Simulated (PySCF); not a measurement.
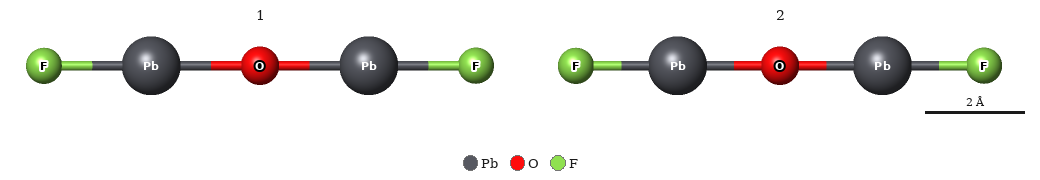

Two geometries of Pb₂OF₂, drawn at one scale. One is the start of a relaxation, the other its converged end. Style: ball-and-stick. Shown face on.

Method: RKS BP86, Pb def2-SVP with ECP60, O def2-SVP, F def2-SVP; non-relativistic Hamiltonian with scalar-relativistic core potentials; density fitting (PySCF 2.14.0). (symmetry kept (D∞h))

**Which of the two is the end point?**

Structure 1 is the relaxed one. The energy falls by 0.526 eV in 5 geometry steps. The largest force component goes from 2.2 to 0.0019 eV/Å. The largest moves after the best rigid fit, 0.24 Å, are those of F atoms. Largest moves by element: F 0.24 Å, Pb 0.13 Å. O stays in place. Near-neighbour distances that change, for instance: O–Pb 2.090 → 2.219 Å, F–Pb 2.073 → 2.186 Å.
